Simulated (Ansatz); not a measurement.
Si (diamond structure), cut as (110) film, 15 layers, monofluoride, F-ended

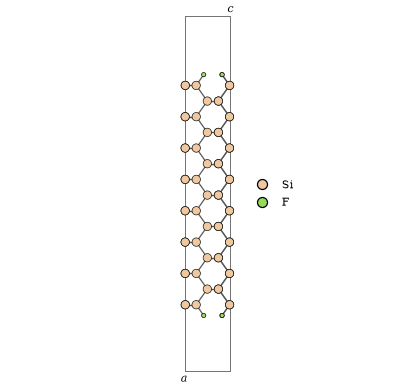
*Optimised geometry, one periodic cell*

Calculation: PBE (plane waves to 420 eV, PAW; Ansatz, a quantum-chemistry and plane-wave program).

- change of bonding against the cut = none
- number of neighbours within 2.842 Å (ending not counted) = 3 for 4 atoms, 4 for 26 atoms
- mean Si-Si distance (least to greatest) = 2.368 Å (2.354 to 2.374)
